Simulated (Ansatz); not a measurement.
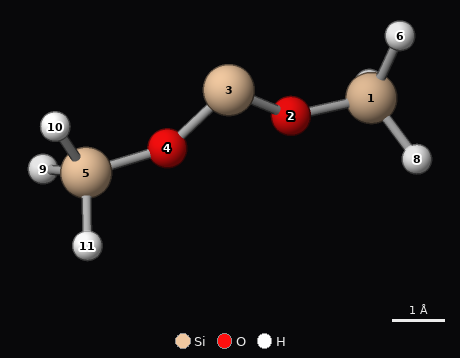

Si3H6O2, before the relaxation. The picture is a ball-and-stick view, seen from a free direction.

The start comes from PBE-D4/def2-SVP.

Computed with RKS PBE0-D4/def2-TZVP in Ansatz 0.2.0.

Input file:
```yaml
crystal:
  periodic: [false, false, false]
  atoms:
    - {symbol: Si, position_ang: [-2.853274, 0.543021, -0.565392]}
    - {symbol: O, position_ang: [-1.231869, 0.264450, -0.210134]}
    - {symbol: Si, position_ang: [-0.075740, 0.398099, 1.005340]}
    - {symbol: O, position_ang: [1.252690, -0.244759, 0.196780]}
    - {symbol: Si, position_ang: [2.880882, -0.632452, 0.373942]}
    - {symbol: H, position_ang: [-3.574167, 1.113089, 0.627857]}
    - {symbol: H, position_ang: [-3.495344, -0.756640, -0.957086]}
    - {symbol: H, position_ang: [-2.942196, 1.512805, -1.708451]}
    - {symbol: H, position_ang: [3.060258, -2.102976, 0.128464]}
    - {symbol: H, position_ang: [3.364749, -0.298147, 1.760550]}
    - {symbol: H, position_ang: [3.679311, 0.146610, -0.631269]}
basis:
  gaussian: {orbitals: def2-TZVP}
hamiltonian: {xc: pbe0, dispersion: d4}
relax: {f_tol: 0.005, max_steps: 150}
```

Predict the outcome.

The largest moves after the best rigid fit, 0.13 Å, are those of H8 and H11. Largest moves by element: H 0.13 Å, O 0.08 Å, Si 0.07 Å. Some distances before and after: O2–Si3 1.683 → 1.640 Å, Si1–H6 1.506 → 1.486 Å, Si1–H7 1.502 → 1.483 Å. Among the angles between lasting bonds that change: Si3–O4–Si5 143.2° → 146.7°. After 7 accepted moves (8 points after the start) the energy has fallen by 0.119 eV. Largest force component: 1.4 eV/Å at the start, 0.00054 eV/Å at the end. The line search rejected the trial step at point 7 of the run.

The structure at the end:

```xyz
11

Si   -2.7836    0.5304   -0.5613
O    -1.2194    0.2708   -0.1302
Si   -0.0877    0.3774    1.0521
O     1.2196   -0.2297    0.2695
Si    2.8141   -0.6171    0.3557
H    -3.5486    1.1103    0.5736
H    -3.3927   -0.7631   -0.9562
H    -2.8148    1.4706   -1.7080
H     2.9695   -2.0684    0.0920
H     3.3566   -0.2992    1.7025
H     3.5522    0.1610   -0.6690
```

After the run, drawn alike:

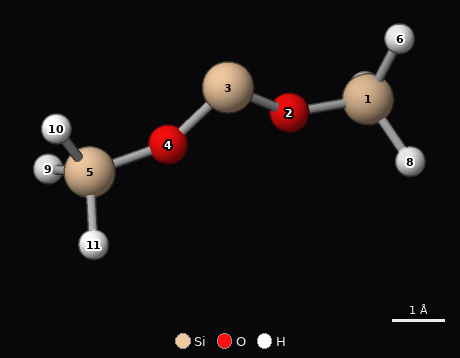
